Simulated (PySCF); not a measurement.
# Nd⁴¹⁺, Pm⁴²⁺, Sm⁴³⁺: ionisation energies with spin-orbit coupling

Each state of these ions is computed at each level; their differences give the ionisation energy. How far do the methods differ?

Method: two-component X2C-1e, generalised determinants. Code: PySCF 2.14.0.

**1. The atom as given**

| Property | Result |
| --- | --- |
| Elements | neodymium (Z = 60), promethium (Z = 61), samarium (Z = 62) |
| Basis | one for each species, given in its step |
| Hamiltonian | two-component X2C-1e, Gaussian nucleus, no Breit or QED terms; spin-orbit coupling, run by run: off; screened by Boettger's factors |
| Core shells frozen in the correlated runs | [Ne] (for Nd⁴¹⁺) |
| State 1 | Nd⁴¹⁺: [Ar] 3d1; 3d3/2 filled at m_j = +3/2 |
| State 2 | Pm⁴²⁺: [Ar] 3d1; 3d3/2 filled at m_j = +3/2 |
| State 3 | Sm⁴³⁺: [Ar] 3d1; 3d3/2 filled at m_j = +3/2 |
| Needed too, but not shown | Nd⁴²⁺ [Ar] (1S), Pm⁴³⁺ [Ar] (1S), Sm⁴⁴⁺ [Ar] (1S) |
| Methods | GHF, GMP2 |

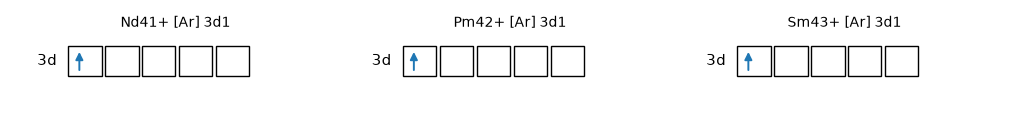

Occupation of the outer shells (arrows by Hund's rule).

All steps ran in one process of a driver on top of PySCF, which takes the settings above as its task.

The integrals over 113 functions and the set-up took 0.51 s of CPU time.

**2. Nd⁴¹⁺: the ladder of methods**

Basis: an even-tempered Gaussian basis (16 s from 8.9 bohr⁻², ratio 2.8; 12 p from 12 bohr⁻², ratio 2.8; 8 d from 12 bohr⁻², ratio 2.8; 3 f from 35 bohr⁻², ratio 3).

GHF (spin-free):

The program printed:

```text
cycle= 1 E= -8215.3170547478  delta_E= -8.22e+03  |FDS-SDF|= 0.158
cycle= 2 E= -8215.3300843633  delta_E= -0.013  |FDS-SDF|= 0.00966
cycle= 3 E= -8215.3302163142  delta_E= -0.000132  |FDS-SDF|= 0.00106
cycle= 4 E= -8215.3302190334  delta_E= -2.72e-06  |FDS-SDF|= 0.00018
cycle= 5 E= -8215.3302192701  delta_E= -2.37e-07  |FDS-SDF|= 0.000135
cycle= 6 E= -8215.3302194537  delta_E= -1.84e-07  |FDS-SDF|= 0.000135
cycle= 7 E= -8215.3302207920  delta_E= -1.34e-06  |FDS-SDF|= 0.000134
cycle= 8 E= -8215.3302922423  delta_E= -7.15e-05  |FDS-SDF|= 0.000918
cycle= 9 E= -8215.3302923399  delta_E= -9.77e-08  |FDS-SDF|= 0.000922
cycle= 10 E= -8215.3302861684  delta_E= 6.17e-06  |FDS-SDF|= 0.000704
cycle= 11 E= -8215.3302894273  delta_E= -3.26e-06  |FDS-SDF|= 0.000752
cycle= 12 E= -8215.3303431894  delta_E= -5.38e-05  |FDS-SDF|= 0.00712
cycle= 13 E= -8215.3302257331  delta_E= 0.000117  |FDS-SDF|= 0.0161
cycle= 14 E= -8215.3302408328  delta_E= -1.51e-05  |FDS-SDF|= 0.0152
cycle= 15 E= -8215.3302538580  delta_E= -1.3e-05  |FDS-SDF|= 0.0144
cycle= 16 E= -8215.3303661585  delta_E= -0.000112  |FDS-SDF|= 0.000985
cycle= 17 E= -8215.3303666257  delta_E= -4.67e-07  |FDS-SDF|= 0.00113
cycle= 18 E= -8215.3303672927  delta_E= -6.67e-07  |FDS-SDF|= 0.000146
cycle= 19 E= -8215.3303673043  delta_E= -1.17e-08  |FDS-SDF|= 1.32e-06
cycle= 20 E= -8215.3303673043  delta_E= -1.82e-12  |FDS-SDF|= 3.94e-08
```

It used 14 s of CPU time after the integrals (shared host).

Occupied spinors (without spin-orbit coupling the j labels only name the start):

```tsv
spinor shell	electrons	mean energy (eV)	weight of the nominal j	rms radius (bohr)
1s1/2	2	-46161.3	1.000	0.0269
2s1/2	2	-9499.0	1.000	0.108
2p1/2	2	-8745.5	0.954	0.0966
2p3/2	4	-8741.4	0.977	0.0965
3s1/2	2	-3559.1	1.000	0.266
3p1/2	2	-3316.2	0.981	0.263
3p3/2	4	-3311.0	0.990	0.263
3d3/2	1	-3064.7	0.958	0.231
```

M_J = 3/2, ⟨J²⟩ = 3.962, ⟨L²⟩ = 6.001, ⟨S²⟩ = 0.750.

GMP2 (spin-free):

The driver printed no log here.

It used 1.1 s of CPU time after the integrals (shared host).

With 9 electrons correlated and 74 very high virtual spinors dropped, the MP2 correlation energy is -0.44713 hartree. Largest pairs: 3p3/2-3p3/2 -0.1640, 3p1/2-3p3/2 -0.1289, 3d3/2-3p3/2 -0.0363, 3p3/2-3s1/2 -0.0339, 3p1/2-3p1/2 -0.0270.

GHF (screened spin-orbit):

The program printed:

```text
cycle= 1 E= -8220.6676886264  delta_E= -8.22e+03  |FDS-SDF|= 0.228
cycle= 2 E= -8220.6840245113  delta_E= -0.0163  |FDS-SDF|= 0.0104
cycle= 3 E= -8220.6841697560  delta_E= -0.000145  |FDS-SDF|= 0.00115
cycle= 4 E= -8220.6841730971  delta_E= -3.34e-06  |FDS-SDF|= 0.000145
cycle= 5 E= -8220.6841732008  delta_E= -1.04e-07  |FDS-SDF|= 7.77e-05
cycle= 6 E= -8220.6841732581  delta_E= -5.73e-08  |FDS-SDF|= 5.75e-05
cycle= 7 E= -8220.6841733282  delta_E= -7.01e-08  |FDS-SDF|= 1.62e-06
cycle= 8 E= -8220.6841733283  delta_E= -3.64e-11  |FDS-SDF|= 6.64e-08
```

It used 6.6 s of CPU time after the integrals (shared host).

Occupied spinors:

```tsv
spinor shell	electrons	mean energy (eV)	weight of the nominal j	rms radius (bohr)
1s1/2	2	-46154.1	1.000	0.0269
2s1/2	2	-9496.4	1.000	0.108
2p1/2	2	-9115.6	1.000	0.0927
2p3/2	4	-8578.6	1.000	0.0983
3s1/2	2	-3558.3	1.000	0.266
3p1/2	2	-3406.2	1.000	0.255
3p3/2	4	-3271.0	1.000	0.266
3d3/2	1	-3081.6	1.000	0.229
```

M_J = 3/2, ⟨J²⟩ = 3.750, ⟨L²⟩ = 6.023, ⟨S²⟩ = 0.773.

GMP2 (screened spin-orbit):

This step left no log, only its results.

CPU time 0.3 s on a shared host, the integrals not counted.

With 9 electrons correlated and 74 very high virtual spinors dropped, the MP2 correlation energy is -0.44800 hartree. Largest pairs: 3p3/2-3p3/2 -0.1729, 3p1/2-3p3/2 -0.1216, 3d3/2-3p3/2 -0.0362, 3p3/2-3s1/2 -0.0336, 3p1/2-3p1/2 -0.0265.

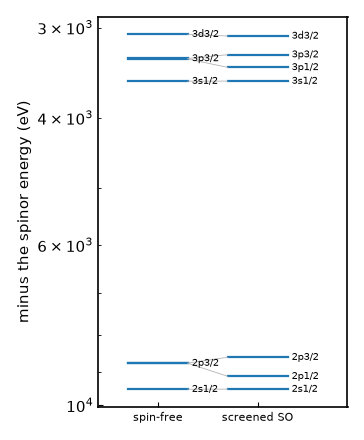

The highest 7 spinor levels of Nd⁴¹⁺ on a logarithmic scale, without and with spin-orbit coupling.

**3. Pm⁴²⁺, method by method**

Basis: an even-tempered Gaussian basis (16 s from 9.4 bohr⁻², ratio 2.8; 12 p from 12 bohr⁻², ratio 2.8; 8 d from 12 bohr⁻², ratio 2.8; 3 f from 37 bohr⁻², ratio 3).

GHF (spin-free):

The program printed:

```text
cycle= 1 E= -8522.4404490084  delta_E= -8.52e+03  |FDS-SDF|= 0.162
cycle= 2 E= -8522.4534540323  delta_E= -0.013  |FDS-SDF|= 0.00971
cycle= 3 E= -8522.4535817524  delta_E= -0.000128  |FDS-SDF|= 0.00105
cycle= 4 E= -8522.4535843207  delta_E= -2.57e-06  |FDS-SDF|= 0.000178
cycle= 5 E= -8522.4535845466  delta_E= -2.26e-07  |FDS-SDF|= 0.000134
cycle= 6 E= -8522.4535847219  delta_E= -1.75e-07  |FDS-SDF|= 0.000134
cycle= 7 E= -8522.4535860439  delta_E= -1.32e-06  |FDS-SDF|= 0.000133
cycle= 8 E= -8522.4536596298  delta_E= -7.36e-05  |FDS-SDF|= 0.00104
cycle= 9 E= -8522.4536599479  delta_E= -3.18e-07  |FDS-SDF|= 0.00105
cycle= 10 E= -8522.4536466383  delta_E= 1.33e-05  |FDS-SDF|= 0.000699
cycle= 11 E= -8522.4537168131  delta_E= -7.02e-05  |FDS-SDF|= 0.00384
cycle= 12 E= -8522.4535746526  delta_E= 0.000142  |FDS-SDF|= 0.0174
cycle= 13 E= -8522.4536293776  delta_E= -5.47e-05  |FDS-SDF|= 0.0141
cycle= 14 E= -8522.4535006984  delta_E= 0.000129  |FDS-SDF|= 0.0212
cycle= 15 E= -8522.4535176548  delta_E= -1.7e-05  |FDS-SDF|= 0.0204
cycle= 16 E= -8522.4537246992  delta_E= -0.000207  |FDS-SDF|= 0.00223
cycle= 17 E= -8522.4537280670  delta_E= -3.37e-06  |FDS-SDF|= 0.00185
cycle= 18 E= -8522.4537299124  delta_E= -1.85e-06  |FDS-SDF|= 9.48e-06
cycle= 19 E= -8522.4537299125  delta_E= -4.37e-11  |FDS-SDF|= 1.98e-07
```

CPU time 13 s on a shared host, the integrals not counted.

Occupied spinors (without spin-orbit coupling the j labels only name the start):

```tsv
spinor shell	electrons	mean energy (eV)	weight of the nominal j	rms radius (bohr)
1s1/2	2	-47882.9	1.000	0.0264
2s1/2	2	-9896.5	1.000	0.106
2p1/2	2	-9104.5	0.953	0.0947
2p3/2	4	-9100.3	0.977	0.0947
3s1/2	2	-3717.8	1.000	0.261
3p1/2	2	-3464.2	0.980	0.257
3p3/2	4	-3458.9	0.990	0.257
3d3/2	1	-3203.9	0.958	0.226
```

M_J = 3/2, ⟨J²⟩ = 3.959, ⟨L²⟩ = 6.001, ⟨S²⟩ = 0.750.

GMP2 (spin-free):

This step left no log, only its results.

CPU time 1.2 s on a shared host, the integrals not counted.

With 9 electrons correlated and 74 very high virtual spinors dropped, the MP2 correlation energy is -0.45022 hartree. Largest pairs: 3p3/2-3p3/2 -0.1655, 3p1/2-3p3/2 -0.1301, 3d3/2-3p3/2 -0.0363, 3p3/2-3s1/2 -0.0340, 3p1/2-3p1/2 -0.0272.

GHF (screened spin-orbit):

The program printed:

```text
cycle= 1 E= -8528.3731447753  delta_E= -8.53e+03  |FDS-SDF|= 0.238
cycle= 2 E= -8528.3896943302  delta_E= -0.0165  |FDS-SDF|= 0.0106
cycle= 3 E= -8528.3898356408  delta_E= -0.000141  |FDS-SDF|= 0.00114
cycle= 4 E= -8528.3898388141  delta_E= -3.17e-06  |FDS-SDF|= 0.000141
cycle= 5 E= -8528.3898389087  delta_E= -9.47e-08  |FDS-SDF|= 7.48e-05
cycle= 6 E= -8528.3898389598  delta_E= -5.11e-08  |FDS-SDF|= 5.43e-05
cycle= 7 E= -8528.3898390172  delta_E= -5.73e-08  |FDS-SDF|= 1.4e-06
cycle= 8 E= -8528.3898390172  delta_E= -2.55e-11  |FDS-SDF|= 5.82e-08
```

It used 6.3 s of CPU time after the integrals (shared host).

Occupied spinors:

```tsv
spinor shell	electrons	mean energy (eV)	weight of the nominal j	rms radius (bohr)
1s1/2	2	-47875.1	1.000	0.0264
2s1/2	2	-9893.7	1.000	0.106
2p1/2	2	-9503.7	1.000	0.0907
2p3/2	4	-8925.6	1.000	0.0965
3s1/2	2	-3717.0	1.000	0.261
3p1/2	2	-3561.7	1.000	0.250
3p3/2	4	-3415.8	1.000	0.261
3d3/2	1	-3222.2	1.000	0.224
```

M_J = 3/2, ⟨J²⟩ = 3.750, ⟨L²⟩ = 6.025, ⟨S²⟩ = 0.774.

GMP2 (screened spin-orbit):

This step left no log, only its results.

CPU time 0.3 s on a shared host, the integrals not counted.

With 9 electrons correlated and 74 very high virtual spinors dropped, the MP2 correlation energy is -0.45116 hartree. Largest pairs: 3p3/2-3p3/2 -0.1749, 3p1/2-3p3/2 -0.1224, 3d3/2-3p3/2 -0.0362, 3p3/2-3s1/2 -0.0338, 3p1/2-3p1/2 -0.0266.

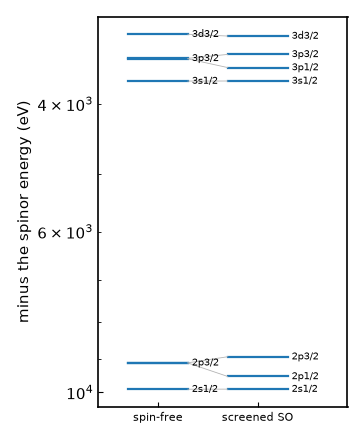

The highest 7 spinor levels of Pm⁴²⁺ on a logarithmic scale, without and with spin-orbit coupling.

**4. Sm⁴³⁺, method by method**

Basis: an uncontracted even-tempered set (16 s from 9.8 bohr⁻², ratio 2.8; 12 p from 13 bohr⁻², ratio 2.8; 8 d from 13 bohr⁻², ratio 2.8; 3 f from 39 bohr⁻², ratio 3).

GHF (spin-free):

The program printed:

```text
cycle= 1 E= -8835.8935551964  delta_E= -8.84e+03  |FDS-SDF|= 0.164
cycle= 2 E= -8835.9065849594  delta_E= -0.013  |FDS-SDF|= 0.00969
cycle= 3 E= -8835.9067085356  delta_E= -0.000124  |FDS-SDF|= 0.00103
cycle= 4 E= -8835.9067109510  delta_E= -2.42e-06  |FDS-SDF|= 0.000175
cycle= 5 E= -8835.9067111679  delta_E= -2.17e-07  |FDS-SDF|= 0.000133
cycle= 6 E= -8835.9067113371  delta_E= -1.69e-07  |FDS-SDF|= 0.000133
cycle= 7 E= -8835.9067126718  delta_E= -1.33e-06  |FDS-SDF|= 0.000132
cycle= 8 E= -8835.9067887715  delta_E= -7.61e-05  |FDS-SDF|= 0.00116
cycle= 9 E= -8835.9067893812  delta_E= -6.1e-07  |FDS-SDF|= 0.00119
cycle= 10 E= -8835.9067740934  delta_E= 1.53e-05  |FDS-SDF|= 0.000774
cycle= 11 E= -8835.9068406926  delta_E= -6.66e-05  |FDS-SDF|= 0.00567
cycle= 12 E= -8835.9067163904  delta_E= 0.000124  |FDS-SDF|= 0.0169
cycle= 13 E= -8835.9067831255  delta_E= -6.67e-05  |FDS-SDF|= 0.0122
cycle= 14 E= -8835.9068051860  delta_E= -2.21e-05  |FDS-SDF|= 0.00977
cycle= 15 E= -8835.9068517927  delta_E= -4.66e-05  |FDS-SDF|= 0.00254
cycle= 16 E= -8835.9068552146  delta_E= -3.42e-06  |FDS-SDF|= 0.000275
cycle= 17 E= -8835.9068552539  delta_E= -3.93e-08  |FDS-SDF|= 2.43e-06
cycle= 18 E= -8835.9068552539  delta_E= -7.28e-12  |FDS-SDF|= 9.45e-07
```

CPU time 12 s on a shared host, the integrals not counted.

Occupied spinors (without spin-orbit coupling the j labels only name the start):

```tsv
spinor shell	electrons	mean energy (eV)	weight of the nominal j	rms radius (bohr)
1s1/2	2	-49642.7	1.000	0.0259
2s1/2	2	-10304.6	1.000	0.104
2p1/2	2	-9472.4	0.953	0.0930
2p3/2	4	-9468.1	0.976	0.0929
3s1/2	2	-3881.4	1.000	0.256
3p1/2	2	-3615.8	0.980	0.252
3p3/2	4	-3610.4	0.990	0.252
3d3/2	1	-3346.7	0.958	0.221
```

M_J = 3/2, ⟨J²⟩ = 3.958, ⟨L²⟩ = 6.001, ⟨S²⟩ = 0.750.

GMP2 (spin-free):

The driver printed no log here.

It used 1 s of CPU time after the integrals (shared host).

With 9 electrons correlated and 74 very high virtual spinors dropped, the MP2 correlation energy is -0.45174 hartree. Largest pairs: 3p3/2-3p3/2 -0.1663, 3p1/2-3p3/2 -0.1308, 3d3/2-3p3/2 -0.0363, 3p3/2-3s1/2 -0.0339, 3p1/2-3p1/2 -0.0273.

GHF (screened spin-orbit):

The program printed:

```text
cycle= 1 E= -8842.4635676037  delta_E= -8.84e+03  |FDS-SDF|= 0.248
cycle= 2 E= -8842.4804145755  delta_E= -0.0168  |FDS-SDF|= 0.0106
cycle= 3 E= -8842.4805520621  delta_E= -0.000137  |FDS-SDF|= 0.00112
cycle= 4 E= -8842.4805550669  delta_E= -3e-06  |FDS-SDF|= 0.000137
cycle= 5 E= -8842.4805551530  delta_E= -8.61e-08  |FDS-SDF|= 7.18e-05
cycle= 6 E= -8842.4805551988  delta_E= -4.58e-08  |FDS-SDF|= 5.11e-05
cycle= 7 E= -8842.4805552459  delta_E= -4.71e-08  |FDS-SDF|= 1.23e-06
cycle= 8 E= -8842.4805552459  delta_E= -1.82e-11  |FDS-SDF|= 5.12e-08
```

CPU time 6.1 s on a shared host, the integrals not counted.

Occupied spinors:

```tsv
spinor shell	electrons	mean energy (eV)	weight of the nominal j	rms radius (bohr)
1s1/2	2	-49634.2	1.000	0.0259
2s1/2	2	-10301.6	1.000	0.104
2p1/2	2	-9902.5	1.000	0.0889
2p3/2	4	-9280.8	1.000	0.0948
3s1/2	2	-3880.5	1.000	0.256
3p1/2	2	-3721.2	1.000	0.245
3p3/2	4	-3564.0	1.000	0.256
3d3/2	1	-3366.6	1.000	0.220
```

M_J = 3/2, ⟨J²⟩ = 3.750, ⟨L²⟩ = 6.026, ⟨S²⟩ = 0.776.

GMP2 (screened spin-orbit):

No log was kept for this step.

CPU time 0.29 s on a shared host, the integrals not counted.

With 9 electrons correlated and 74 very high virtual spinors dropped, the MP2 correlation energy is -0.45271 hartree. Largest pairs: 3p3/2-3p3/2 -0.1761, 3p1/2-3p3/2 -0.1228, 3d3/2-3p3/2 -0.0361, 3p3/2-3s1/2 -0.0337, 3p1/2-3p1/2 -0.0266.

**5. The energy differences**

Ionisation energy: Nd⁴¹⁺ [Ar] 3d1 [3d3/2^1, M_J = 3/2] → Nd⁴²⁺ [Ar].

```tsv
method	value (eV)	less the reference (eV)
GHF (spin-free)	3062.8	-15.2
GMP2 (spin-free)	3062.4	-15.6
GHF (screened spin-orbit)	3079.7	+1.7
GMP2 (screened spin-orbit)	3079.3	+1.3
```

Reference: 3078 ± 4 eV (theoretical estimate listed by NIST; NIST Atomic Spectra Database, ionization energies). For this ion Breit and QED terms and the two-electron picture change, all absent here, are large against electron correlation. The spin-free rows have the spin-orbit operator switched off.

Ionisation energy: Pm⁴²⁺ [Ar] 3d1 [3d3/2^1, M_J = 3/2] → Pm⁴³⁺ [Ar].

```tsv
method	value (eV)	less the reference (eV)
GHF (spin-free)	3201.9	-17.1
GMP2 (spin-free)	3201.5	-17.5
GHF (screened spin-orbit)	3220.2	+1.2
GMP2 (screened spin-orbit)	3219.8	+0.8
```

Reference: 3219 ± 4 eV (theoretical estimate listed by NIST; NIST Atomic Spectra Database, ionization energies). For this ion Breit and QED terms and the two-electron picture change, all absent here, are large against electron correlation. The spin-free rows have the spin-orbit operator switched off.

Ionisation energy: Sm⁴³⁺ [Ar] 3d1 [3d3/2^1, M_J = 3/2] → Sm⁴⁴⁺ [Ar].

```tsv
method	value (eV)	less the reference (eV)
GHF (spin-free)	3344.8	-18.2
GMP2 (spin-free)	3344.3	-18.7
GHF (screened spin-orbit)	3364.6	+1.6
GMP2 (screened spin-orbit)	3364.2	+1.2
```

Reference: 3363 ± 4 eV (theoretical estimate listed by NIST; NIST Atomic Spectra Database, ionization energies). For this ion Breit and QED terms and the two-electron picture change, all absent here, are large against electron correlation. The spin-free rows have the spin-orbit operator switched off.

The differences also use runs on Nd⁴²⁺ [Ar] (1S), Pm⁴³⁺ [Ar] (1S), Sm⁴⁴⁺ [Ar] (1S), which are not shown here.

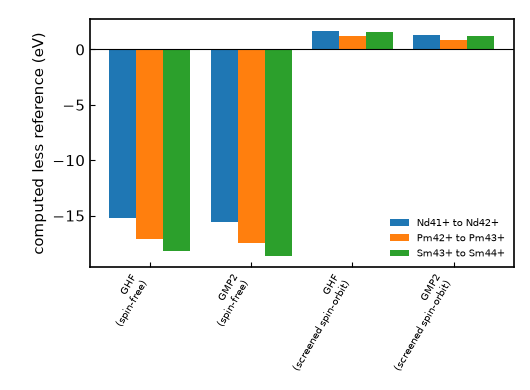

Computed less reference values by method, where the reference is not like for like or is itself uncertain.

**6. What came out**

| quantity | value |
| --- | --- |
| ionisation energy, Nd⁴¹⁺ | GHF (spin-free) 3062.8, GMP2 (screened spin-orbit) 3079.3 eV; reference 3078 ± 4 |
| ionisation energy, Pm⁴²⁺ | GHF (spin-free) 3201.9, GMP2 (screened spin-orbit) 3219.8 eV; reference 3219 ± 4 |
| ionisation energy, Sm⁴³⁺ | GHF (spin-free) 3344.8, GMP2 (screened spin-orbit) 3364.2 eV; reference 3363 ± 4 |

For the first difference the methods span 17.318 eV, from GMP2 (spin-free) (3062.4) to GHF (screened spin-orbit) (3079.7). The reference is uncertain or not like for like (spin-orbit coupling or other relativistic terms), so no ranking of close methods is drawn. Spin-orbit coupling moves the first difference by +16.937 eV at GMP2. The basis is finite, and no extrapolation was made.
